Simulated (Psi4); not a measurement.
# Single-point calculation, with input and output: SnH3Cl (charge −1) (part 1 of 2)

SnH3Cl, charge −1, multiplicity 2, computed with B2PLYP/def2-QZVPP, UKS, core potentials def2 (Psi4 1.11).

The geometry is that of the parent species in another charge or spin state. The geometry comes from this level: PBE0-D4/def2-TZVP.

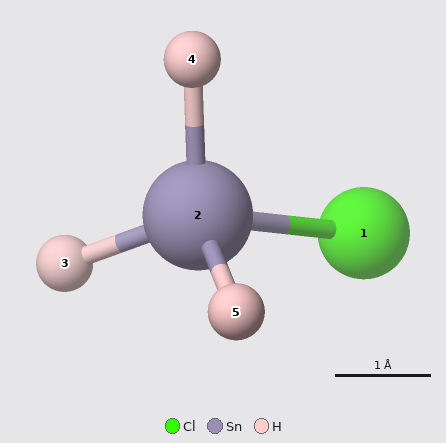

*The input geometry (ball-and-stick view, seen at a tilt; atoms are numbered from 1 in the order of the input). Sticks mark near contacts.*

Bond lengths as drawn: Cl–Sn 2.33 Å and H–Sn 1.70 Å.

Input (job.dat)
```
memory 1600 mb

molecule {
  -1 2
  Cl    -1.839400     0.332400     1.029900
  Sn     0.168900    -0.044500    -0.097500
  H     -0.120500     0.362900    -1.722400
  H      0.522700    -1.694200     0.111100
  H      1.318200     0.969900     0.637400
  symmetry c1
}

set {
  reference uks
  puream true
  scf_type df
  dft_radial_points 99
  dft_spherical_points 590
  num_frozen_docc 9
  maxiter 100
}

result, w = energy("b2plyp/def2-QZVPP", return_wfn=True)
```

Hardware: 1 thread of Intel Xeon @ 2.70GHz, 189 GiB of memory available, shared host.

Command:
```bash
psi4 -i job.dat -o job.out -n 1
```

Output
```
Psi4 1.11 release

   => Loading Basis Set <=

    Name: DEF2-QZVPP
    Role: ORBITAL
    Keyword: BASIS

    !!!  WARNING: ECP capability is in beta. Please check occupations closely.  !!!

         ---------------------------------------------------------
                                   SCF
                              UKS Reference
                        1 Threads,   1525 MiB Core
         ---------------------------------------------------------

  ==> Geometry <==

    Molecular point group: c1
    Full point group: C1

    Geometry (in Angstrom), charge = -1, multiplicity = 2:

       Center              X                  Y                   Z               Mass
    ------------   -----------------  -----------------  -----------------  -----------------
         CL          -1.571269345055     0.294882736327     0.882064378292    34.968852682000
         SN           0.437030654945    -0.082017263673    -0.245335621708   119.902201630000
         H            0.147630654945     0.325382736327    -1.870235621708     1.007825032230
         H            0.790830654945    -1.731717263673    -0.036735621708     1.007825032230
         H            1.586330654945     0.932382736327     0.489564378292     1.007825032230

  Running in c1 symmetry.

  Rotational constants: A =      2.08899  B =      0.10916  C =      0.10916 [cm^-1]
  Rotational constants: A =  62626.32730  B =   3272.48303  C =   3272.47960 [MHz]
  Nuclear repulsion =  114.226496944951634

  Charge       = -1
  Multiplicity = 2
  Electrons    = 43
  Nalpha       = 22
  Nbeta        = 21

  ==> Algorithm <==

  SCF Algorithm Type is DF.
  DIIS enabled.
  MOM disabled.
  Fractional occupation disabled.
  Guess Type is SAD.
  Energy threshold   = 1.00e-06
  Density threshold  = 1.00e-06
  Integral threshold = 1.00e-12

  ==> Primary Basis <==

  Basis Set: DEF2-QZVPP
    Blend: DEF2-QZVPP
    Number of shells: 74
    Number of basis functions: 242
    Number of Cartesian functions: 295
    Spherical Harmonics?: true
    Max angular momentum: 4

  Core potential: DEF2-QZVPP
    Number of shells: 4
    Number of ECP primitives: 18
    Number of ECP core electrons: 28
    Max angular momentum: 3

  ==> DFT Potential <==

   => LibXC <=

    Version 7.1.2

   => Composite Functional: B2PLYP <=

    B2PLYP Double Hybrid Exchange-Correlation Functional

    Deriv               =              1
    GGA                 =           TRUE
    Meta                =          FALSE

    Exchange Hybrid     =           TRUE
    MP2 Hybrid          =           TRUE

   => Exchange Functionals <=

    0.4700     XC_GGA_X_B88

   => Exact (HF) Exchange <=

    0.5300               HF

   => Correlation Functionals <=

    0.7300     XC_GGA_C_LYP

   => MP2 Correlation <=

    0.2700       MP2

   => LibXC Density Thresholds  <==

    XC_GGA_C_LYP:  1.00E-14
    XC_GGA_X_B88:  1.00E-15

   => Molecular Quadrature <=

    Radial Scheme          =       TREUTLER
    Pruning Scheme         =           NONE
    Nuclear Scheme         =       TREUTLER

    Blocking Scheme        =         OCTREE
    BS radius alpha        =              1
    Pruning alpha          =              1
    Radial Points          =             99
    Spherical Points       =            590
    Total Points           =         280225
    Total Blocks           =           2091
    Max Points             =            256
    Max Functions          =            238
    Weights Tolerance      =       1.00E-15

   => Loading Basis Set <=

    Name: (DEF2-QZVPP AUX)
    Role: JKFIT
    Keyword: DF_BASIS_SCF

  ==> Integral Setup <==

  DFHelper Memory: AOs need 0.185 GiB; user supplied 0.185 GiB.
  SCF_SUBTYPE=INCORE selected. In-core MEM_DF algorithm will be used.
  Using in-core AOs.

  ==> MemDFJK: Density-Fitted J/K Matrices <==

    J tasked:                   Yes
    K tasked:                   Yes
    wK tasked:                   No
    Memory [MiB]:               188
    Algorithm:                 Core
    Schwarz Cutoff:           1E-12
    Mask sparsity (%):       3.4492
    Fitting Condition:        1E-10

   => Auxiliary Basis Set <=

  Basis Set: (DEF2-QZVPP AUX)
    Blend: DEF2-UNIVERSAL-JKFIT
    Number of shells: 102
    Number of basis functions: 400
    Number of Cartesian functions: 524
    Spherical Harmonics?: true
    Max angular momentum: 5

  Cached 50.0% of DFT collocation blocks in 0.698 [GiB].

  Minimum eigenvalue in the overlap matrix is 2.9987367934E-04.
  Reciprocal condition number of the overlap matrix is 4.4838836982E-05.
    Using symmetric orthogonalization.

  ==> Pre-Iterations <==

  SCF Guess: Superposition of Atomic Densities via on-the-fly atomic UHF (no occupation information).

   -------------------------
    Irrep   Nso     Nmo
   -------------------------
     A        242     242
   -------------------------
    Total     242     242
   -------------------------

  ==> Iterations <==

                           Total Energy        Delta E     RMS |[F,P]|

   @DF-UKS iter SAD:  -674.38202004359664   -6.74382e+02   0.00000e+00
   @DF-UKS iter   1:  -675.46622670558713   -1.08421e+00   3.31859e-03 DIIS/ADIIS
   @DF-UKS iter   2:  -675.53597465316386   -6.97479e-02   3.49675e-03 DIIS/ADIIS
   @DF-UKS iter   3:  -675.80426551593564   -2.68291e-01   2.51124e-04 DIIS/ADIIS
   @DF-UKS iter   4:  -675.80611894415028   -1.85343e-03   1.40260e-04 DIIS/ADIIS
   @DF-UKS iter   5:  -675.80673986925126   -6.20925e-04   3.20658e-05 DIIS
   @DF-UKS iter   6:  -675.80706655668450   -3.26687e-04   2.42003e-05 DIIS
   @DF-UKS iter   7:  -675.80728058992429   -2.14033e-04   1.28958e-05 DIIS
   @DF-UKS iter   8:  -675.80736671287980   -8.61230e-05   6.00995e-06 DIIS
   @DF-UKS iter   9:  -675.80739068939909   -2.39765e-05   2.17530e-06 DIIS
   @DF-UKS iter  10:  -675.80739295042849   -2.26103e-06   9.86372e-07 DIIS
   @DF-UKS iter  11:  -675.80739341543665   -4.65008e-07   2.65083e-07 DIIS
  Energy and wave function converged.

  ==> Post-Iterations <==

   Electrons on quadrature grid:
      Nalpha   =   21.9999995920 ; deviation = -4.080e-07
      Nbeta    =   21.0000000922 ; deviation = 9.218e-08
      Ntotal   =   42.9999996842 ; deviation = -3.158e-07

   @Spin Contamination Metric:   2.605951293E-03
   @S^2 Expected:                7.500000000E-01
   @S^2 Observed:                7.526059513E-01
   @S   Expected:                5.000000000E-01
   @S   Observed:                5.000000000E-01

    Orbital Energies [Eh]
    ---------------------

    Alpha Occupied:

       1A   -102.702155     2A     -9.709467     3A     -7.348064
       4A     -7.344176     5A     -7.344176     6A     -5.247382
       7A     -3.526802     8A     -3.523472     9A     -3.523472
      10A     -0.984210    11A     -0.978667    12A     -0.978666
      13A     -0.973873    14A     -0.973872    15A     -0.733612
      16A     -0.417663    17A     -0.241255    18A     -0.236895
      19A     -0.236891    20A     -0.186130    21A     -0.186127
      22A      0.061806

    Alpha Virtual:

      23A      0.184265    24A      0.184267    25A      0.194656
      26A      0.224309    27A      0.236631    28A      0.236637
      29A      0.254625    30A      0.316910    31A      0.316915
      32A      0.328198    33A      0.362602    34A      0.362602
      35A      0.420736    36A      0.420738    37A      0.420785
      38A      0.450345    39A      0.459931    40A      0.459935
      41A      0.550253    42A      0.571056    43A      0.571058
      44A      0.603471    45A      0.603474    46A      0.617175
      47A      0.664723    48A      0.664729    49A      0.690308
      50A      0.736032    51A      0.736033    52A      0.750897
      53A      0.783782    54A      0.783783    55A      0.786511
      56A      0.835994    57A      0.846144    58A      0.846147
      59A      0.930052    60A      0.963667    61A      0.963671
      62A      0.989851    63A      1.036877    64A      1.041028
      65A      1.041038    66A      1.069432    67A      1.069435
      68A      1.090972    69A      1.239481    70A      1.327256
      71A      1.327261    72A      1.384096    73A      1.384098
      74A      1.402099    75A      1.402105    76A      1.408253
      77A      1.441456    78A      1.441458    79A      1.452867
      80A      1.487986    81A      1.487988    82A      1.504505
      83A      1.504510    84A      1.507895    85A      1.543674
      86A      1.569971    87A      1.582978    88A      1.582981
      89A      1.628477    90A      1.645372    91A      1.645378
      92A      1.645756    93A      1.744075    94A      1.824057
      95A      1.824063    96A      1.867306    97A      1.874440
      98A      1.874452    99A      1.919254   100A      1.974497
     101A      1.974510   102A      2.017555   103A      2.017556
     104A      2.025252   105A      2.064025   106A      2.064031
     107A      2.197044   108A      2.197049   109A      2.202928
     110A      2.278412   111A      2.344852   112A      2.376789
     113A      2.395892   114A      2.395902   115A      2.415089
     116A      2.415097   117A      2.496039   118A      2.554303
     119A      2.554326   120A      2.600835   121A      2.659044
     122A      2.728534   123A      2.728543   124A      2.823996
     125A      2.845793   126A      2.845799   127A      2.913151
     128A      2.933298   129A      2.943746   130A      2.964258
     131A      2.964268   132A      2.994156   133A      2.994171
     134A      3.064851   135A      3.064871   136A      3.124543
     137A      3.442236   138A      3.442264   139A      3.472455
     140A      3.518971   141A      3.518978   142A      3.537099
     143A      3.580656   144A      3.580657   145A      3.666874
     146A      3.666885   147A      3.754873   148A      3.754876
     149A      3.846094   150A      3.883077   151A      3.931566
     152A      3.931568   153A      3.936808   154A      3.942662
     155A      3.978842   156A      4.002363   157A      4.002364
     158A      4.152365   159A      4.152374   160A      4.271832
     161A      4.271834   162A      4.282211   163A      4.302712
     164A      4.370717   165A      4.404275   166A      4.404282
     167A      4.623921   168A      4.765946   169A      4.765947
     170A      5.311911   171A      5.897665   172A      5.897724
     173A      6.030309   174A      6.069502   175A      6.093956
     176A      6.093959   177A      6.100502   178A      6.100508
     179A      6.163780   180A      6.200779   181A      6.200783
     182A      6.239671   183A      6.260654   184A      6.289273
     185A      6.289284   186A      6.449376   187A      6.465118
     188A      6.465125   189A      6.504599   190A      6.504608
     191A      6.606745   192A      6.606754   193A      6.663807
     194A      6.687283   195A      7.980258   196A      7.980262
     197A      7.987283   198A      7.995877   199A      8.059246
     200A      8.059264   201A      8.264866   202A      8.272408
```
